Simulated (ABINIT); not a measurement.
## BaHI (P4/nmm): the screening step of ABINIT by different routes

Which options change the time, and which the result? The test case is BaHI (P4/nmm).

Calculated with ABINIT 10.8.3; LDA and many-body steps on it, plane waves.

### Step 1. Set-up

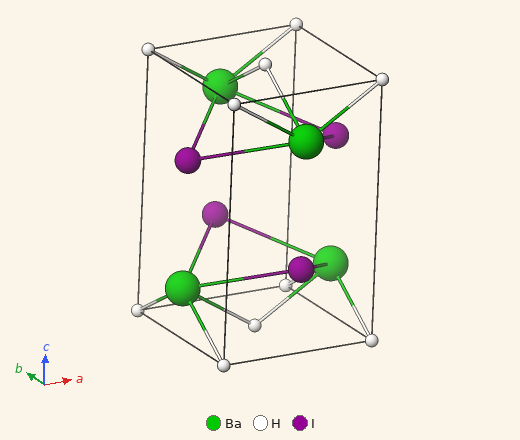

Start, viewed slightly off an axis; barium green, hydrogen white, iodine purple. Some periodic images of atoms are drawn too.

The cell and positions come from the Crystallography Open Database and are kept as given unless a step says otherwise. Spin-orbit coupling is left out unless a step names it.

### Step 2. Base

This step: ABINIT 10.8.3; RPA screening on LDA, plane waves, norm-conserving pseudopotentials.

The RPA dielectric matrix is built and inverted for each q.

Input file run.abi:

```
acell 3*1.0 Angstrom
rprim 
  4.828000000000 0.000000000000 0.000000000000
  0.000000000000 4.828000000000 0.000000000000
  0.000000000000 0.000000000000 7.867000000000
ntypat 3
znucl 56 1 53
natom 6
typat 1 1 2 2 3 3
xred 
  0.000000000000 0.500000000000 0.190000000000
  0.500000000000 0.000000000000 0.810000000000
  0.000000000000 0.000000000000 0.000000000000
  0.500000000000 0.500000000000 0.000000000000
  0.000000000000 0.500000000000 0.680000000000
  0.500000000000 0.000000000000 0.320000000000
pp_dirpath "pseudos"
pseudos "Ba.upf, H.upf, I.upf"
ecut 31
ngkpt 2 2 1
nshiftk 1
shiftk 0 0 0
kptopt 1
chksymbreak 0
istwfk *1
occopt 1
irdwfk 1
optdriver 3
nband 156
ecuteps 4.5
inclvkb 2
awtr 1
symchi 1
indata_prefix "in"
outdata_prefix "out"
tmpdata_prefix "tmp"
```

Run with:

```console
$ OMP_NUM_THREADS=1 mpirun -n 56 abinit run.abi > log
```

Log:

```text
.Version 10.8.3 of ABINIT. v10.8.2 released Aug 2026.

 Symmetries : space group P4/n m m (#129); Bravais tP (primitive tetrag.)
[... echo of the input left out ...]
== DATASET  1 ==================================================================
-   mpi_nproc: 56, omp_nthreads: 1 (-1 if OMP is not activated)

--- !DatasetInfo
iteration_state: {dtset: 1, }
dimensions: {natom: 6, nkpt: 3, mband: 156, nsppol: 1, nspinor: 1, nspden: 1, mpw: 10257, }
cutoff_energies: {ecut:  31.0, pawecutdg:  -1.0, }
electrons: {nelect:   3.60000000E+01, charge:   0.00000000E+00, occopt:   1.00000000E+00, tsmear:   1.00000000E-02, }

 SCREENING: Calculation of the susceptibility and dielectric matrices

 Based on a program developped by R.W. Godby, V. Olevano, G. Onida, and L. Reining.
 Incorporated in ABINIT by V. Olevano, G.-M. Rignanese, and M. Torrent.
.Using double precision arithmetic ; gwpc =  8

[... cell and pseudopotentials left out ...]
--------------------------------------------------------------------------------

 ==== K-mesh for the wavefunctions ====
 Number of points in the irreducible wedge :     3
[... list of points left out ...]
 Together with 16 symmetry operations and time-reversal symmetry
 yields     4 points in the full Brillouin Zone.

 ==== Q-mesh for the screening function ====
 Number of points in the irreducible wedge :     3
[... list of points left out ...]
 Together with 16 symmetry operations and time-reversal symmetry
 yields     4 points in the full Brillouin Zone.

 setmesh: FFT mesh size selected  =    32x   32x   54
          total number of points  =        55296

 vcoul_init : cutoff-mode = AUXILIARY_FUNCTION
 q-points for optical limit:   1
     1)      0.000010    0.000020    0.000030

- screening: taking advantage of time-reversal symmetry
- Maximum band index for partially occupied states nbvw = 18
- Remaining bands to be divided among processors   nbcw = 138
- Number of bands treated by each node ~2

 Number of electrons calculated from density =   36.0000; Expected =   36.0000
 average of density, n =  0.029091
 r_s =    2.0170
 omega_plasma =   16.4527 [eV]

 calculating chi0 at frequencies [eV] :
  1    0.000000E+00    0.000000E+00
  2    0.000000E+00    1.645268E+01

--------------------------------------------------------------------------------
  q-point number  1        q = ( 0.000000, 0.000000, 0.000000) [r.l.u.]
--------------------------------------------------------------------------------
[... chi0 elements left out ...]
 For q-point:  0.000010 0.000020 0.000030
  dielectric constant =   5.0061
  dielectric constant without local fields =   5.8867

  Average fulfillment of the sum rule on Im[epsilon] for q-point    1 :     87.51  [%]
[... wings left out ...]
  q-point number  2        q = ( 0.500000, 0.000000, 0.000000) [r.l.u.]
--------------------------------------------------------------------------------
[... chi0 elements left out ...]
  Average fulfillment of the sum rule on Im[epsilon] for q-point    2 :     91.58  [%]

 [... 1 further q-points ...]
```

It took 13 s on 56 MPI ranks of Arm Neoverse N1, host not shared; peak memory 10 GiB; 12 min of CPU time.

This step gave:

* ε∞ with local fields, on this mesh, along the program's q direction: 5.006
* the same without local fields: 5.887
* plasma frequency: 16.45 eV
* plane waves in the screening matrix: 563

Local fields lower ε∞ by 15 %. On a Γ-centred mesh this coarse the value itself is usually too large, while a short band sum pulls it down.

### Step 3. Ranks (16 × 1)

run.abi is that of step 2.

Run with:

```console
$ OMP_NUM_THREADS=1 mpirun -n 16 abinit run.abi > log
```

Log:

```text
.Version 10.8.3 of ABINIT. v10.8.2 released Aug 2026.

 Symmetries : space group P4/n m m (#129); Bravais tP (primitive tetrag.)
[... echo of the input left out ...]
== DATASET  1 ==================================================================
-   mpi_nproc: 16, omp_nthreads: 1 (-1 if OMP is not activated)

--- !DatasetInfo
iteration_state: {dtset: 1, }
dimensions: {natom: 6, nkpt: 3, mband: 156, nsppol: 1, nspinor: 1, nspden: 1, mpw: 10257, }
cutoff_energies: {ecut:  31.0, pawecutdg:  -1.0, }
[...]
--------------------------------------------------------------------------------
[... chi0 elements left out ...]
 For q-point:  0.000010 0.000020 0.000030
  dielectric constant =   5.0061
  dielectric constant without local fields =   5.8867

  Average fulfillment of the sum rule on Im[epsilon] for q-point    1 :     87.51  [%]
[... wings left out ...]
  q-point number  2        q = ( 0.500000, 0.000000, 0.000000) [r.l.u.]
--------------------------------------------------------------------------------
[... chi0 elements left out ...]
  Average fulfillment of the sum rule on Im[epsilon] for q-point    2 :     91.58  [%]

 [... 1 further q-points ...]
```

It took 16 s on 16 MPI ranks; peak memory 3.4 GiB.

Numbers from this step:

- ε∞ with local fields, on this mesh, along the program's q direction: 5.006
- the same without local fields: 5.887
- plasma frequency: 16.45 eV
- plane waves in the screening matrix: 563

### Step 4. Ranks (8 × 1)

run.abi is that of step 3.

Run with:

```console
$ OMP_NUM_THREADS=1 mpirun -n 8 abinit run.abi > log
```

Log:

```text
.Version 10.8.3 of ABINIT. v10.8.2 released Aug 2026.

 Symmetries : space group P4/n m m (#129); Bravais tP (primitive tetrag.)
[... echo of the input left out ...]
== DATASET  1 ==================================================================
-   mpi_nproc: 8, omp_nthreads: 1 (-1 if OMP is not activated)

--- !DatasetInfo
iteration_state: {dtset: 1, }
dimensions: {natom: 6, nkpt: 3, mband: 156, nsppol: 1, nspinor: 1, nspden: 1, mpw: 10257, }
cutoff_energies: {ecut:  31.0, pawecutdg:  -1.0, }
[...]
--------------------------------------------------------------------------------
[... chi0 elements left out ...]
 For q-point:  0.000010 0.000020 0.000030
  dielectric constant =   5.0061
  dielectric constant without local fields =   5.8867

  Average fulfillment of the sum rule on Im[epsilon] for q-point    1 :     87.51  [%]
[... wings left out ...]
  q-point number  2        q = ( 0.500000, 0.000000, 0.000000) [r.l.u.]
--------------------------------------------------------------------------------
[... chi0 elements left out ...]
  Average fulfillment of the sum rule on Im[epsilon] for q-point    2 :     91.58  [%]

 [... 1 further q-points ...]
```

It took 24 s on 8 MPI ranks; peak memory 2 GiB.

This step gave:

```
ε∞ with local fields, on this mesh, along the program's q direction : 5.006
the same without local fields                                       : 5.887
plasma frequency                                                    : 16.45 eV
plane waves in the screening matrix                                 : 563
```

### Step 5. Ranks (4 × 1)

run.abi is that of step 4.

Run with:

```console
$ OMP_NUM_THREADS=1 mpirun -n 4 abinit run.abi > log
```

Log:

```text
.Version 10.8.3 of ABINIT. v10.8.2 released Aug 2026.

 Symmetries : space group P4/n m m (#129); Bravais tP (primitive tetrag.)
[... echo of the input left out ...]
== DATASET  1 ==================================================================
-   mpi_nproc: 4, omp_nthreads: 1 (-1 if OMP is not activated)

--- !DatasetInfo
iteration_state: {dtset: 1, }
dimensions: {natom: 6, nkpt: 3, mband: 156, nsppol: 1, nspinor: 1, nspden: 1, mpw: 10257, }
cutoff_energies: {ecut:  31.0, pawecutdg:  -1.0, }
[...]
--------------------------------------------------------------------------------
[... chi0 elements left out ...]
 For q-point:  0.000010 0.000020 0.000030
  dielectric constant =   5.0061
  dielectric constant without local fields =   5.8867

  Average fulfillment of the sum rule on Im[epsilon] for q-point    1 :     87.51  [%]
[... wings left out ...]
  q-point number  2        q = ( 0.500000, 0.000000, 0.000000) [r.l.u.]
--------------------------------------------------------------------------------
[... chi0 elements left out ...]
  Average fulfillment of the sum rule on Im[epsilon] for q-point    2 :     91.58  [%]

 [... 1 further q-points ...]
```

Run time: 40 s. Hardware: 4 MPI ranks; peak memory 1.2 GiB; 2.7 min of CPU time.

Numbers from this step:

```yaml
eps_infinity_with_local_fields_on_this_mesh_along_the_program_s_q_direction: 5.006
the_same_without_local_fields: 5.887
plasma_frequency: 16.45 eV
plane_waves_in_the_screening_matrix: 563
```

### Step 6. Ranks (2 × 1)

run.abi is that of step 5.

Run with:

```console
$ OMP_NUM_THREADS=1 mpirun -n 2 abinit run.abi > log
```

Log:

```text
.Version 10.8.3 of ABINIT. v10.8.2 released Aug 2026.

 Symmetries : space group P4/n m m (#129); Bravais tP (primitive tetrag.)
[... echo of the input left out ...]
== DATASET  1 ==================================================================
-   mpi_nproc: 2, omp_nthreads: 1 (-1 if OMP is not activated)

--- !DatasetInfo
iteration_state: {dtset: 1, }
dimensions: {natom: 6, nkpt: 3, mband: 156, nsppol: 1, nspinor: 1, nspden: 1, mpw: 10257, }
cutoff_energies: {ecut:  31.0, pawecutdg:  -1.0, }
[...]
--------------------------------------------------------------------------------
[... chi0 elements left out ...]
 For q-point:  0.000010 0.000020 0.000030
  dielectric constant =   5.0061
  dielectric constant without local fields =   5.8867

  Average fulfillment of the sum rule on Im[epsilon] for q-point    1 :     87.51  [%]
[... wings left out ...]
  q-point number  2        q = ( 0.500000, 0.000000, 0.000000) [r.l.u.]
--------------------------------------------------------------------------------
[... chi0 elements left out ...]
  Average fulfillment of the sum rule on Im[epsilon] for q-point    2 :     91.58  [%]

 [... 1 further q-points ...]
```

Elapsed: 74 s, on 2 MPI ranks; peak memory 0.83 GiB; 2.4 min of CPU time.

Numbers from this step:

```
ε∞ with local fields, on this mesh, along the program's q direction : 5.006
the same without local fields                                       : 5.887
plasma frequency                                                    : 16.45 eV
plane waves in the screening matrix                                 : 563
```

### Step 7. Ranks (1 × 1)

run.abi is that of step 6.

Run with:

```console
$ OMP_NUM_THREADS=1 abinit run.abi > log
```

Log:

```text
.Version 10.8.3 of ABINIT. v10.8.2 released Aug 2026.

 Symmetries : space group P4/n m m (#129); Bravais tP (primitive tetrag.)
[... echo of the input left out ...]
== DATASET  1 ==================================================================
-   mpi_nproc: 1, omp_nthreads: 1 (-1 if OMP is not activated)

--- !DatasetInfo
iteration_state: {dtset: 1, }
dimensions: {natom: 6, nkpt: 3, mband: 156, nsppol: 1, nspinor: 1, nspden: 1, mpw: 10257, }
cutoff_energies: {ecut:  31.0, pawecutdg:  -1.0, }
[...]
--------------------------------------------------------------------------------
[... chi0 elements left out ...]
 For q-point:  0.000010 0.000020 0.000030
  dielectric constant =   5.0061
  dielectric constant without local fields =   5.8867

  Average fulfillment of the sum rule on Im[epsilon] for q-point    1 :     87.51  [%]
[... wings left out ...]
  q-point number  2        q = ( 0.500000, 0.000000, 0.000000) [r.l.u.]
--------------------------------------------------------------------------------
[... chi0 elements left out ...]
  Average fulfillment of the sum rule on Im[epsilon] for q-point    2 :     91.58  [%]

 [... 1 further q-points ...]
```

Elapsed: 2.4 min, on 1 MPI rank; peak memory 0.61 GiB.

Numbers from this step:

```yaml
eps_infinity_with_local_fields_on_this_mesh_along_the_program_s_q_direction: 5.006
the_same_without_local_fields: 5.887
plasma_frequency: 16.45 eV
plane_waves_in_the_screening_matrix: 563
```

### Step 8. Threads in place of ranks (14 × 4)

run.abi is that of step 7.

Run with:

```console
$ OMP_NUM_THREADS=4 mpirun -n 14 abinit run.abi > log
```

Log:

```text
.Version 10.8.3 of ABINIT. v10.8.2 released Aug 2026.

 Symmetries : space group P4/n m m (#129); Bravais tP (primitive tetrag.)
[... echo of the input left out ...]
== DATASET  1 ==================================================================
-   mpi_nproc: 14, omp_nthreads: 4 (-1 if OMP is not activated)

--- !DatasetInfo
iteration_state: {dtset: 1, }
dimensions: {natom: 6, nkpt: 3, mband: 156, nsppol: 1, nspinor: 1, nspden: 1, mpw: 10257, }
cutoff_energies: {ecut:  31.0, pawecutdg:  -1.0, }
[...]
--------------------------------------------------------------------------------
[... chi0 elements left out ...]
 For q-point:  0.000010 0.000020 0.000030
  dielectric constant =   5.0061
  dielectric constant without local fields =   5.8867

  Average fulfillment of the sum rule on Im[epsilon] for q-point    1 :     87.51  [%]
[... wings left out ...]
  q-point number  2        q = ( 0.500000, 0.000000, 0.000000) [r.l.u.]
--------------------------------------------------------------------------------
[... chi0 elements left out ...]
  Average fulfillment of the sum rule on Im[epsilon] for q-point    2 :     91.58  [%]

 [... 1 further q-points ...]
```

It took 16 s on 14 MPI ranks; peak memory 3.2 GiB.

Numbers from this step:

| Property | Result |
| --- | --- |
| ε∞ with local fields, on this mesh, along the program's q direction | 5.006 |
| the same without local fields | 5.887 |
| plasma frequency | 16.45 eV |
| plane waves in the screening matrix | 563 |

### Step 9. No symmetry

Changes to run.abi since step 8:

```diff
@@ -32,3 +32,3 @@
 awtr 1
-symchi 1
+symchi 0
 indata_prefix "in"
```

Run with:

```console
$ OMP_NUM_THREADS=1 mpirun -n 56 abinit run.abi > log
```

Log:

```text
.Version 10.8.3 of ABINIT. v10.8.2 released Aug 2026.

 Symmetries : space group P4/n m m (#129); Bravais tP (primitive tetrag.)
[... echo of the input left out ...]
== DATASET  1 ==================================================================
-   mpi_nproc: 56, omp_nthreads: 1 (-1 if OMP is not activated)

--- !DatasetInfo
iteration_state: {dtset: 1, }
dimensions: {natom: 6, nkpt: 3, mband: 156, nsppol: 1, nspinor: 1, nspden: 1, mpw: 10257, }
cutoff_energies: {ecut:  31.0, pawecutdg:  -1.0, }
[...]
--------------------------------------------------------------------------------
[... chi0 elements left out ...]
 For q-point:  0.000010 0.000020 0.000030
  dielectric constant =   5.0061
  dielectric constant without local fields =   5.8867

  Average fulfillment of the sum rule on Im[epsilon] for q-point    1 :     87.51  [%]
[... wings left out ...]
  q-point number  2        q = ( 0.500000, 0.000000, 0.000000) [r.l.u.]
--------------------------------------------------------------------------------
[... chi0 elements left out ...]
  Average fulfillment of the sum rule on Im[epsilon] for q-point    2 :     91.58  [%]

 [... 1 further q-points ...]
```

It took 14 s on 56 MPI ranks; peak memory 16 GiB; 13 min of CPU time.

Numbers from this step:

```yaml
eps_infinity_with_local_fields_on_this_mesh_along_the_program_s_q_direction: 5.006
the_same_without_local_fields: 5.887
plasma_frequency: 16.45 eV
plane_waves_in_the_screening_matrix: 563
```

### Step 10. No time reversal

Changes to run.abi since step 9:

```diff
@@ -31,4 +31,4 @@
 inclvkb 2
-awtr 1
-symchi 0
+awtr 0
+symchi 1
 indata_prefix "in"
```

Log:

```text
.Version 10.8.3 of ABINIT. v10.8.2 released Aug 2026.

 Symmetries : space group P4/n m m (#129); Bravais tP (primitive tetrag.)
[... echo of the input left out ...]
== DATASET  1 ==================================================================
-   mpi_nproc: 56, omp_nthreads: 1 (-1 if OMP is not activated)

--- !DatasetInfo
iteration_state: {dtset: 1, }
dimensions: {natom: 6, nkpt: 3, mband: 156, nsppol: 1, nspinor: 1, nspden: 1, mpw: 10257, }
cutoff_energies: {ecut:  31.0, pawecutdg:  -1.0, }
[...]
--------------------------------------------------------------------------------
[... chi0 elements left out ...]
 For q-point:  0.000010 0.000020 0.000030
  dielectric constant =   5.0061
  dielectric constant without local fields =   5.8867

  Average fulfillment of the sum rule on Im[epsilon] for q-point    1 :     87.51  [%]
[... wings left out ...]
  q-point number  2        q = ( 0.500000, 0.000000, 0.000000) [r.l.u.]
--------------------------------------------------------------------------------
[... chi0 elements left out ...]
  Average fulfillment of the sum rule on Im[epsilon] for q-point    2 :     91.58  [%]

 [... 1 further q-points ...]
```

It took 13 s on 56 MPI ranks; peak memory 10 GiB; 12 min of CPU time.

This step gave:

```
ε∞ with local fields, on this mesh, along the program's q direction : 5.006
the same without local fields                                       : 5.887
plasma frequency                                                    : 16.45 eV
plane waves in the screening matrix                                 : 563
```

### Step 11. Work shared over k-points

Changes to run.abi since step 10:

```diff
@@ -31,4 +31,5 @@
 inclvkb 2
-awtr 0
+awtr 1
 symchi 1
+gwpara 1
 indata_prefix "in"
```

Log:

```text
.Version 10.8.3 of ABINIT. v10.8.2 released Aug 2026.

 Symmetries : space group P4/n m m (#129); Bravais tP (primitive tetrag.)
[... echo of the input left out ...]
== DATASET  1 ==================================================================
-   mpi_nproc: 56, omp_nthreads: 1 (-1 if OMP is not activated)

--- !DatasetInfo
iteration_state: {dtset: 1, }
dimensions: {natom: 6, nkpt: 3, mband: 156, nsppol: 1, nspinor: 1, nspden: 1, mpw: 10257, }
cutoff_energies: {ecut:  31.0, pawecutdg:  -1.0, }
[...]
--------------------------------------------------------------------------------
[... chi0 elements left out ...]
 For q-point:  0.000010 0.000020 0.000030
  dielectric constant =   5.0061
  dielectric constant without local fields =   5.8867

  Average fulfillment of the sum rule on Im[epsilon] for q-point    1 :     87.51  [%]
[... wings left out ...]
  q-point number  2        q = ( 0.500000, 0.000000, 0.000000) [r.l.u.]
--------------------------------------------------------------------------------
[... chi0 elements left out ...]
  Average fulfillment of the sum rule on Im[epsilon] for q-point    2 :     91.58  [%]

 [... 1 further q-points ...]
```

Run time: 14 s. Hardware: 56 MPI ranks; peak memory 21 GiB; 13 min of CPU time.

This step gave:

```yaml
eps_infinity_with_local_fields_on_this_mesh_along_the_program_s_q_direction: 5.006
the_same_without_local_fields: 5.887
plasma_frequency: 16.45 eV
plane_waves_in_the_screening_matrix: 563
```

### Step 12. Low-memory mode

Changes to run.abi since step 11:

```diff
@@ -33,3 +33,3 @@
 symchi 1
-gwpara 1
+gwmem 00
 indata_prefix "in"
```

Log:

```text
.Version 10.8.3 of ABINIT. v10.8.2 released Aug 2026.

 Symmetries : space group P4/n m m (#129); Bravais tP (primitive tetrag.)
[... echo of the input left out ...]
== DATASET  1 ==================================================================
-   mpi_nproc: 56, omp_nthreads: 1 (-1 if OMP is not activated)

--- !DatasetInfo
iteration_state: {dtset: 1, }
dimensions: {natom: 6, nkpt: 3, mband: 156, nsppol: 1, nspinor: 1, nspden: 1, mpw: 10257, }
cutoff_energies: {ecut:  31.0, pawecutdg:  -1.0, }
[...]
--------------------------------------------------------------------------------
[... chi0 elements left out ...]
 For q-point:  0.000010 0.000020 0.000030
  dielectric constant =   5.0061
  dielectric constant without local fields =   5.8867

  Average fulfillment of the sum rule on Im[epsilon] for q-point    1 :     87.51  [%]
[... wings left out ...]
  q-point number  2        q = ( 0.500000, 0.000000, 0.000000) [r.l.u.]
--------------------------------------------------------------------------------
[... chi0 elements left out ...]
  Average fulfillment of the sum rule on Im[epsilon] for q-point    2 :     91.58  [%]

 [... 1 further q-points ...]
```

Elapsed: 13 s, on 56 MPI ranks; peak memory 9.4 GiB; 12 min of CPU time.

Numbers from this step:

* ε∞ with local fields, on this mesh, along the program's q direction: 5.006
* the same without local fields: 5.887
* plasma frequency: 16.45 eV
* plane waves in the screening matrix: 563

[end of part 1 of 2]

[Paths, hosts, dates, memory and timing lines, banners, echoed tables and standing remarks are left out of the program output.]

[Logs are printed without paths, hosts, clocks, repeated set-up lines and the standing remarks that a program may print on its own settings, such as how far it seeks lower states.]

[Runs of the session that timed out or met a known fault of the program may be left out.]

[Hosts, paths, dates, database ids (printed as entryN), source tags and the programs' standing remarks are cut or masked in the printed files.]

[G0W0 gaps are taken among the corrected bands and points alone; a level outside them can change the order at an edge.]

[Where Ansatz stands beside ABINIT at settings called matched, ABINIT's density can come from a denser mesh and the files from another edition; pairs whose starting gaps differed by over 0.03 eV were left out, so agreement reads better than it is.]
